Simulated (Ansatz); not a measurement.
**Geometry relaxation of WH$_{2}$Cl$_{2}$OF$_{3}$ (part 1 of 2)**

The run: geometry relaxation of WH$_{2}$Cl$_{2}$OF$_{3}$, multiplicity 2. Method and program: UKS PBE/def2-SVP (Ansatz 0.2.0).

The input holds or restrains some coordinates. It belongs to a series of runs on one base structure; here: pulled along the bonds that form and break, towards end A.

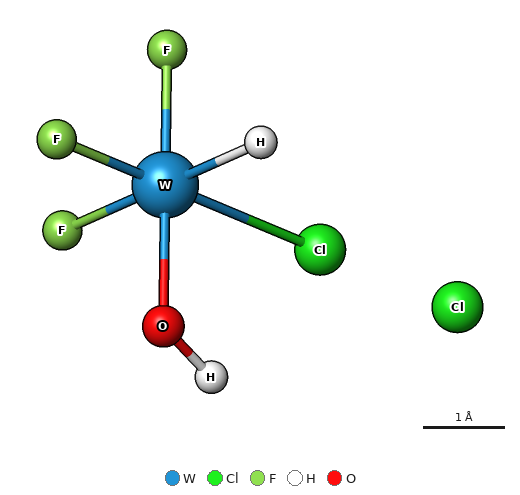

The input geometry (ball-and-stick view, seen at a tilt). Sticks mark near contacts.

Input
```yaml
crystal:
  periodic: [false, false, false]
  atoms:
    - { symbol: W, position_ang: [0.0, 0.0, 0.0] }
    - { symbol: Cl, position_ang: [0.0, 0.0, 2.64] }
    - { symbol: F, position_ang: [1.85, 0.0, 0.0] }
    - { symbol: H, position_ang: [0.0, 1.72, 0.0] }
    - { symbol: O, position_ang: [-1.94, 0.0, 0.0] }
    - { symbol: H, position_ang: [-2.2771, -0.1263, 0.9437] }
    - { symbol: F, position_ang: [0.0, -1.85, 0.0] }
    - { symbol: F, position_ang: [0.0, 0.0, -1.85] }
    - { symbol: Cl, position_ang: [0.0, 0.0, 4.98] }
magnetization:
  spin_polarized: true
  initial_magnetization: 1
basis:
  gaussian: { orbitals: def2-SVP }
hamiltonian:
  xc: pbe
relax:
  f_tol: 0.15
  max_steps: 25
  restrain:
    - { distance: [1, 8], at: 3.24, k: 30.0 }
    - { distance: [0, 1], at: 2.39, k: 30.0 }
output:
  orbitals: {}
```

Command:
```bash
ansatz run input.yaml --threads 4 --pin off --max-ram 5120MiB --backend cpu --events-out ev --progress --plain --runs-dir out
```

The program's output
```
The last accepted step is kept in [file] (removed where the run ends without a failure and the disk answers)
Engine: ansatz 0.2.0, aarch64-unknown-linux-gnu
Functional definition: PBE
  parameter kappa = 0.804
  parameter beta = 0.06672455060314922
  exchange = pbe_x(kappa = kappa, mu = beta*pi^2/3)
  correlation = pbe_c(beta = beta)
1400 factors; their error is unknown
mean field evaluation 1: about -37054.3876 eV, gradient 6.1e1 eV
mean field evaluation 2: about -36643.1965 eV, gradient 2.4e2 eV
mean field evaluation 4: about -37020.4855 eV, gradient 9.1e1 eV
mean field evaluation 8: about -37069.0725 eV, gradient 2.4e-1 eV
mean field evaluation 16: about -37062.3368 eV, gradient 2.4e1 eV
mean field evaluation 32: about -37059.7726 eV, gradient 2.7e1 eV
mean field evaluation 64: about -37065.7200 eV, gradient 8.0e0 eV
mean field -37068.99468191 eV, -1362.2604282933 hartree, gradient 1.6e-5 eV, S^2 0.754139; 8 other end points of the search recorded, 0 dependent functions left out
the calculation of the forces begins
reference -37068.99475335 eV, -1362.2604309186 hartree; 43, 42 occupied and 91, 92 virtual orbitals, 1400 factors
relax step   1: F+E_penalty+E_count = -37068.99468191 eV  Δ(F+E_penalty+E_count) = +0.000e0 eV  max|allowed force component| = 3.237e0 eV/Å  E_restraint = 13.08750000 eV  max|allowed force component, restraints' pulls added| = 3.774e1 eV/Å  Δτ_max = 0.0000 Å  (303 SCF iters, accepted)
  distance Cl 1 - Cl 8 = 2.3400 Å
  distance W 0 - Cl 1 = 2.6400 Å
these checks for a lower state are left out or cut short: starts, cluster_reference, orbital_swaps, neighbouring_geometries, increment
1400 factors; their error is unknown
mean field evaluation 96: about -37069.2813 eV, gradient 5.5e1 eV
mean field -37069.65014603 eV, -1362.2845161551 hartree, gradient 1.7e-5 eV, S^2 0.752002; 0 other end points of the search recorded, 0 dependent functions left out
[... from here on the field's lines of each further geometry are left out, up to the last ...]
relax step   2: F+E_penalty+E_count = -37069.65014603 eV  Δ(F+E_penalty+E_count) = -6.555e-1 eV  max|allowed force component| = 1.758e0 eV/Å  E_restraint = 4.44842304 eV  max|allowed force component, restraints' pulls added| = 1.906e1 eV/Å  Δτ_max = 0.1950 Å  (57 SCF iters, accepted)
relax step   3: F+E_penalty+E_count = -37069.85516615 eV  Δ(F+E_penalty+E_count) = -2.050e-1 eV  max|allowed force component| = 9.817e-1 eV/Å  E_restraint = 0.63732590 eV  max|allowed force component, restraints' pulls added| = 5.748e0 eV/Å  Δτ_max = 0.1995 Å  (72 SCF iters, accepted)
relax step   4: F+E_penalty+E_count = -37070.00922733 eV  Δ(F+E_penalty+E_count) = -1.541e-1 eV  max|allowed force component| = 6.737e-1 eV/Å  E_restraint = 0.00517738 eV  max|allowed force component, restraints' pulls added| = 6.737e-1 eV/Å  Δτ_max = 0.1940 Å  (110 SCF iters, accepted)
relax step   5: F+E_penalty+E_count = -37070.12547069 eV  Δ(F+E_penalty+E_count) = -1.162e-1 eV  max|allowed force component| = 6.519e-1 eV/Å  E_restraint = 0.00678143 eV  max|allowed force component, restraints' pulls added| = 7.269e-1 eV/Å  Δτ_max = 0.2000 Å  (131 SCF iters, accepted)
relax step   6: F+E_penalty+E_count = -37070.17984390 eV  Δ(F+E_penalty+E_count) = -5.437e-2 eV  max|allowed force component| = 8.784e-1 eV/Å  E_restraint = 0.00454236 eV  max|allowed force component, restraints' pulls added| = 8.948e-1 eV/Å  Δτ_max = 0.1939 Å  (123 SCF iters, accepted)
relax step   7: F+E_penalty+E_count = -37070.27705949 eV  Δ(F+E_penalty+E_count) = -9.722e-2 eV  max|allowed force component| = 3.578e-1 eV/Å  E_restraint = 0.00223001 eV  max|allowed force component, restraints' pulls added| = 3.578e-1 eV/Å  Δτ_max = 0.2000 Å  (121 SCF iters, accepted)
relax step   8: F+E_penalty+E_count = -37070.31657693 eV  Δ(F+E_penalty+E_count) = -3.952e-2 eV  max|allowed force component| = 7.876e-1 eV/Å  E_restraint = 0.00062446 eV  max|allowed force component, restraints' pulls added| = 7.876e-1 eV/Å  Δτ_max = 0.1951 Å  (79 SCF iters, accepted)
relax step   9: F+E_penalty+E_count = -37070.33317986 eV  Δ(F+E_penalty+E_count) = -1.660e-2 eV  max|allowed force component| = 6.416e-1 eV/Å  E_restraint = 0.02025004 eV  max|allowed force component, restraints' pulls added| = 1.253e0 eV/Å  Δτ_max = 0.1935 Å  (78 SCF iters, rejected (line search))
relax step  10: F+E_penalty+E_count = -37070.35162273 eV  Δ(F+E_penalty+E_count) = -3.505e-2 eV  max|allowed force component| = 2.462e-1 eV/Å  E_restraint = 0.00020547 eV  max|allowed force component, restraints' pulls added| = 2.634e-1 eV/Å  Δτ_max = 0.0937 Å  (71 SCF iters, accepted)
relax step  11: F+E_penalty+E_count = -37070.37639627 eV  Δ(F+E_penalty+E_count) = -2.477e-2 eV  max|allowed force component| = 2.731e-1 eV/Å  E_restraint = 0.00015351 eV  max|allowed force component, restraints' pulls added| = 2.470e-1 eV/Å  Δτ_max = 0.0999 Å  (75 SCF iters, accepted)
relax step  12: F+E_penalty+E_count = -37070.40144897 eV  Δ(F+E_penalty+E_count) = -2.505e-2 eV  max|allowed force component| = 3.086e-1 eV/Å  E_restraint = 0.00038227 eV  max|allowed force component, restraints' pulls added| = 4.403e-1 eV/Å  Δτ_max = 0.1446 Å  (80 SCF iters, accepted)
relax step  13: F+E_penalty+E_count = -37070.42035043 eV  Δ(F+E_penalty+E_count) = -1.890e-2 eV  max|allowed force component| = 8.204e-1 eV/Å  E_restraint = 0.00623676 eV  max|allowed force component, restraints' pulls added| = 8.204e-1 eV/Å  Δτ_max = 0.1966 Å  (71 SCF iters, accepted)
relax step  14: F+E_penalty+E_count = -37070.46294981 eV  Δ(F+E_penalty+E_count) = -4.260e-2 eV  max|allowed force component| = 3.220e-1 eV/Å  E_restraint = 0.00025159 eV  max|allowed force component, restraints' pulls added| = 3.220e-1 eV/Å  Δτ_max = 0.2000 Å  (63 SCF iters, accepted)
relax step  15: F+E_penalty+E_count = -37070.49001441 eV  Δ(F+E_penalty+E_count) = -2.706e-2 eV  max|allowed force component| = 3.160e-1 eV/Å  E_restraint = 0.00087756 eV  max|allowed force component, restraints' pulls added| = 2.142e-1 eV/Å  Δτ_max = 0.2000 Å  (62 SCF iters, accepted)
relax step  16: F+E_penalty+E_count = -37070.50084735 eV  Δ(F+E_penalty+E_count) = -1.083e-2 eV  max|allowed force component| = 3.759e-1 eV/Å  E_restraint = 0.00131510 eV  max|allowed force component, restraints' pulls added| = 5.820e-1 eV/Å  Δτ_max = 0.1984 Å  (60 SCF iters, accepted)
relax step  17: F+E_penalty+E_count = -37070.52020229 eV  Δ(F+E_penalty+E_count) = -1.935e-2 eV  max|allowed force component| = 2.991e-1 eV/Å  E_restraint = 0.00074080 eV  max|allowed force component, restraints' pulls added| = 2.991e-1 eV/Å  Δτ_max = 0.2000 Å  (60 SCF iters, accepted)
relax step  18: F+E_penalty+E_count = -37070.52802965 eV  Δ(F+E_penalty+E_count) = -7.827e-3 eV  max|allowed force component| = 3.016e-1 eV/Å  E_restraint = 0.00454056 eV  max|allowed force component, restraints' pulls added| = 1.935e-1 eV/Å  Δτ_max = 0.0457 Å  (60 SCF iters, accepted)
relax step  19: F+E_penalty+E_count = -37070.53247801 eV  Δ(F+E_penalty+E_count) = -4.448e-3 eV  max|allowed force component| = 2.802e-1 eV/Å  E_restraint = 0.00393010 eV  max|allowed force component, restraints' pulls added| = 1.590e-1 eV/Å  Δτ_max = 0.1043 Å  (58 SCF iters, accepted)
relax step  20: F+E_penalty+E_count = -37070.53422674 eV  Δ(F+E_penalty+E_count) = -1.749e-3 eV  max|allowed force component| = 3.554e-1 eV/Å  E_restraint = 0.00076589 eV  max|allowed force component, restraints' pulls added| = 3.427e-1 eV/Å  Δτ_max = 0.0686 Å  (57 SCF iters, accepted)
relax step  21: F+E_penalty+E_count = -37070.53864372 eV  Δ(F+E_penalty+E_count) = -4.417e-3 eV  max|allowed force component| = 2.982e-1 eV/Å  E_restraint = 0.00210386 eV  max|allowed force component, restraints' pulls added| = 2.069e-1 eV/Å  Δτ_max = 0.0150 Å  (53 SCF iters, accepted)
relax step  22: F+E_penalty+E_count = -37070.53902118 eV  Δ(F+E_penalty+E_count) = -3.775e-4 eV  max|allowed force component| = 5.071e-1 eV/Å  E_restraint = 0.00263467 eV  max|allowed force component, restraints' pulls added| = 5.071e-1 eV/Å  Δτ_max = 0.0554 Å  (59 SCF iters, rejected (line search))
the calculation of the forces begins
reference -37070.54151598 eV, -1362.3172733969 hartree; 43, 42 occupied and 91, 92 virtual orbitals, 1400 factors
relax step  23: F+E_penalty+E_count = -37070.54144673 eV  Δ(F+E_penalty+E_count) = -2.803e-3 eV  max|allowed force component| = 3.200e-1 eV/Å  E_restraint = 0.00276018 eV  max|allowed force component, restraints' pulls added| = 2.928e-2 eV/Å  Δτ_max = 0.0265 Å  (54 SCF iters, accepted)
  distance Cl 1 - Cl 8 = 3.2286 Å
  distance W 0 - Cl 1 = 2.3827 Å
1400 factors; their error is unknown
mean field evaluation 448: about -37070.6250 eV, gradient 9.2e-2 eV
mean field evaluation 480: about -37058.3655 eV, gradient 2.6e1 eV
mean field evaluation 512: about -37066.2390 eV, gradient 6.9e0 eV
```

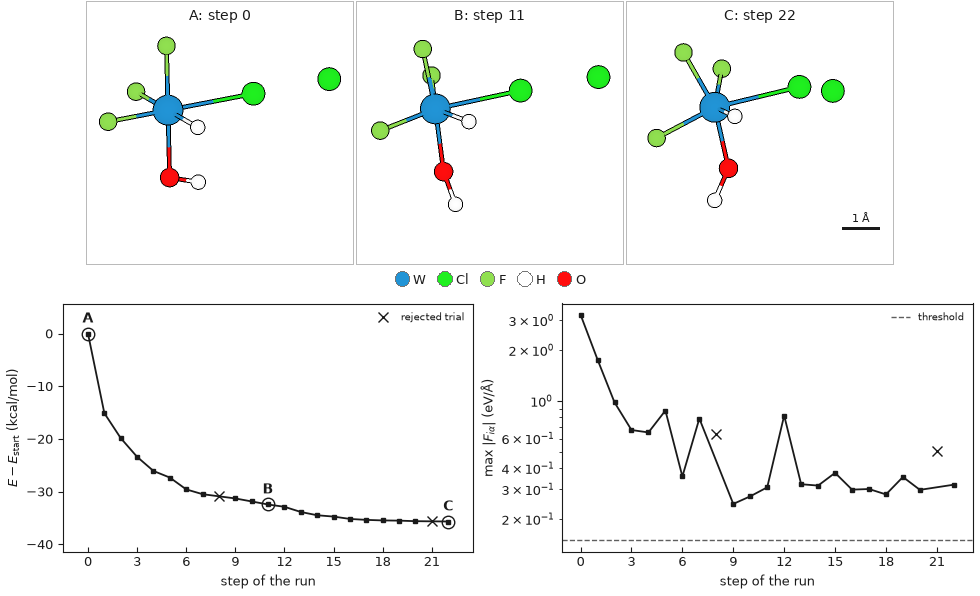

Frames of the restrained relaxation (ball-and-stick view, seen at a tilt) above the curves, on which the letters mark them (the first geometry is step 0 here and step 1 in the log).

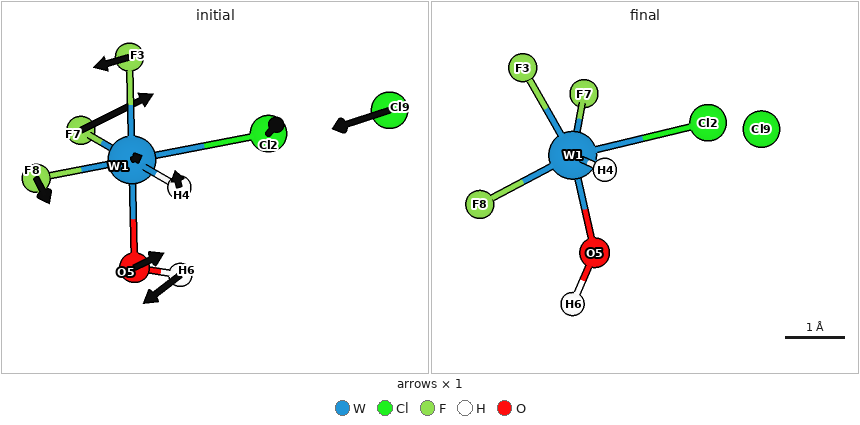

Before (left) and after (right) the restrained relaxation, at one scale (ball-and-stick view, seen at a tilt). The black arrows give the displacements, at true length. The energy falls by 35.7 kcal/mol in 22 geometry steps. Largest force component: 3.2 eV/Å at the start, 0.32 eV/Å at the end. The line search rejected the trial steps at points 8, 21 (counted from 0) and went back. F7 moves most after the best rigid fit: 1.40 Å. By element the largest moves are F 1.40 Å, Cl 1.32 Å, H 0.84 Å, O 0.61 Å, W 0.22 Å. Among the contacts that change: W1–Cl2 2.640 → 2.383 Å, W1–O5 1.940 → 1.853 Å, O5–H6 1.010 → 0.976 Å, W1–F7 1.850 → 1.884 Å. Among the angles that change: F7–W1–F8 90.0° → 126.1°, H4–W1–F7 180.0° → 145.0°, W1–O5–H6 109.5° → 144.3°. (Atoms are counted from 1 in the order of the input.)

```
mean field -37070.54144673 eV, -1362.3172708518 hartree, gradient 4.7e-6 eV, S^2 0.751344; 9 other end points of the search recorded, 0 dependent functions left out
the calculation of the forces begins
reference -37070.54151598 eV, -1362.3172733969 hartree; 43, 42 occupied and 91, 92 virtual orbitals, 1400 factors
Total energy: -37070.54151598 eV, -1362.3172733969 hartree
Atom 0 at     0.027888    -0.032653     0.214829 Å, force     0.033855     0.106031     0.204269 eV/Å
Atom 1 at     0.609254     1.108176     2.224280 Å, force    -0.165931    -0.319992     0.043606 eV/Å
Atom 2 at     1.677881    -0.257071    -0.626881 Å, force    -0.000573    -0.004331    -0.004170 eV/Å
Atom 3 at     0.298441     1.629207    -0.083530 Å, force     0.005809    -0.000458    -0.000934 eV/Å
Atom 4 at    -1.781267     0.001772     0.615500 Å, force    -0.002098    -0.006302    -0.007278 eV/Å
Atom 5 at    -2.676558    -0.117639     0.246662 Å, force     0.029284     0.001930    -0.000609 eV/Å
Atom 6 at     0.532024    -1.514108     1.263917 Å, force     0.007737     0.005873    -0.001140 eV/Å
Atom 7 at    -0.575409    -0.089610    -1.569833 Å, force    -0.015054     0.001366    -0.001485 eV/Å
Atom 8 at    -0.479354    -0.984374     4.428757 Å, force     0.106972     0.215884    -0.232259 eV/Å
Dipole moment:    -0.681549     0.083369    -0.542697 e Å
```

Trajectory as extended XYZ (Å, eV, eV/Å), 23 frames, from step=1 to step=23
```
9
Properties=species:S:1:pos:R:3:forces:R:3 step=1 energy=-37068.99468
W     0.0000    0.0000    0.0000   -1.9318   0.5886   0.1080
Cl    0.0000    0.0000    2.6400   -0.0714   0.2277  -3.2369
F     1.8500    0.0000    0.0000    0.4316   0.2098   0.4184
H     0.0000    1.7200    0.0000    0.1273   0.6264   0.1652
O    -1.9400    0.0000    0.0000    1.4151   0.1055   1.7801
H    -2.2771   -0.1263    0.9437   -0.1004   0.1986  -1.1541
F     0.0000   -1.8500    0.0000    0.2705  -2.4067   0.3539
F     0.0000    0.0000   -1.8500   -0.1368   0.4765   0.2711
Cl    0.0000    0.0000    4.9800   -0.0043  -0.0264   1.2942
9
Properties=species:S:1:pos:R:3:forces:R:3 step=2 energy=-37069.65015
W    -0.0105   -0.0006    0.0091   -1.2062   0.1614   0.0321
Cl   -0.0009    0.0027    2.4450   -0.0403   0.2379  -1.4026
F     1.8504    0.0025    0.0051    0.2075   0.2015   0.2926
H     0.0013    1.7268    0.0021    0.1333   0.4653   0.0701
O    -1.9280    0.0022    0.0126    1.0066   0.1495   1.2674
H    -2.2803   -0.1250    0.9380   -0.2358   0.1517  -0.7952
F     0.0029   -1.8702    0.0042    0.2838  -1.7579   0.1197
F    -0.0019    0.0056   -1.8449   -0.1420   0.3911   0.2874
Cl   -0.0001   -0.0003    5.1424   -0.0068  -0.0005   0.1285
9
Properties=species:S:1:pos:R:3:forces:R:3 step=3 energy=-37069.85517
W    -0.0220   -0.0100   -0.0245   -0.3941  -0.1848  -0.0224
Cl   -0.0024    0.0124    2.2961   -0.0016   0.2708   0.1184
F     1.8496    0.0085    0.0074   -0.0136   0.1587   0.1453
H     0.0062    1.7354   -0.0002    0.1345   0.1400   0.0417
O    -1.9132    0.0091    0.0276    0.5234   0.1233   0.6451
H    -2.2914   -0.1219    0.9283   -0.3716   0.1202  -0.3849
F     0.0130   -1.9051   -0.0020    0.2698  -0.9817   0.0182
F    -0.0071    0.0157   -1.8610   -0.1430   0.3535  -0.4837
Cl    0.0002   -0.0003    5.3419   -0.0038  -0.0001  -0.0778
9
Properties=species:S:1:pos:R:3:forces:R:3 step=4 energy=-37070.00923
W    -0.0312   -0.0852   -0.0656   -0.3059   0.1316   0.1609
Cl    0.0026    0.0915    2.2999   -0.0849  -0.0228  -0.6336
F     1.8402    0.0153   -0.0026   -0.1759  -0.0755   0.0481
H     0.0641    1.6739    0.0251    0.0846  -0.2934  -0.0419
O    -1.9114   -0.0062    0.0231    0.4501  -0.0908   0.6737
H    -2.3812   -0.0805    0.8873   -0.1520   0.1592  -0.4305
F     0.0986   -2.0083   -0.0748    0.2608   0.0850   0.0561
F    -0.0596    0.1154   -1.9122   -0.0734   0.1141   0.2700
Cl    0.0109    0.0278    5.5336   -0.0034  -0.0075  -0.1028
9
Properties=species:S:1:pos:R:3:forces:R:3 step=5 energy=-37070.12547
W    -0.0224   -0.1204   -0.0663   -0.1436  -0.6519   0.5916
Cl    0.0274    0.1598    2.2854   -0.0520  -0.0677  -0.4072
F     1.8410    0.0040   -0.0543    0.1804  -0.0431  -0.1238
H     0.1349    1.5758    0.0491    0.1384   0.3966   0.1150
O    -1.8653   -0.0308    0.0498   -0.4507  -0.0382   0.4577
H    -2.5235    0.0001    0.7721   -0.0616   0.0716  -0.1475
F     0.2424   -2.0315    0.0302    0.1709   0.2959   0.0731
F    -0.2019    0.1999   -1.8707    0.2218   0.0513  -0.4351
Cl    0.0003   -0.0132    5.5186   -0.0037  -0.0145  -0.1238
```
